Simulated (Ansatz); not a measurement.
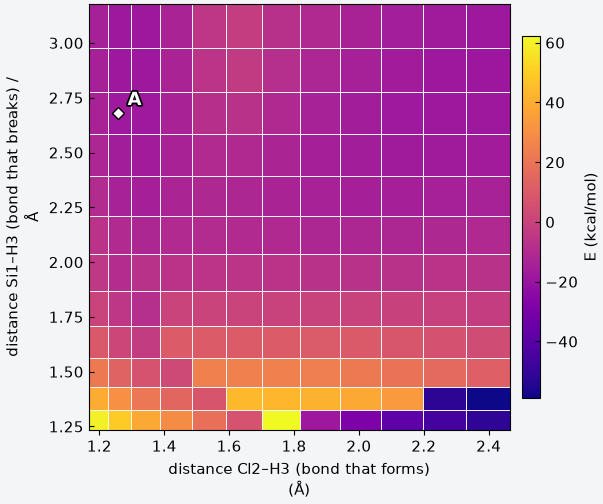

The reacting system Cl₃HSi (fragments Cl₃HSi where the first distance is long, Cl₂Si + ClH where the second is long). Coordinates scanned: (1) distance Cl2–H3 (bond that forms); (2) distance Si1–H3 (bond that breaks). Relaxed at each point: all other coordinates. Grid: 12 × 12 points. Points are written as (first, second). Energies are in kcal/mol, from a guessed transition structure relaxed with its forming and breaking bonds held. Energies and slopes of some neighbouring points disagree (a jump in structure or state, or too coarse a mesh). The reference is spin-restricted, so regions where a bond is pulled apart into radicals lie too high. The calculation used RKS PBE0-D4/def2-SVP in Ansatz 0.2.0.

In the figure: one coloured cell a grid point, the point A.

Is A at rest? If not, where is it pushed?

Answer. A, at (1.257 Å, 2.679 Å), is not a stationary point. The computed force is 32 kcal/mol for each Å towards larger values of the first coordinate and 4.5 kcal/mol for each Å towards larger values of the second coordinate.
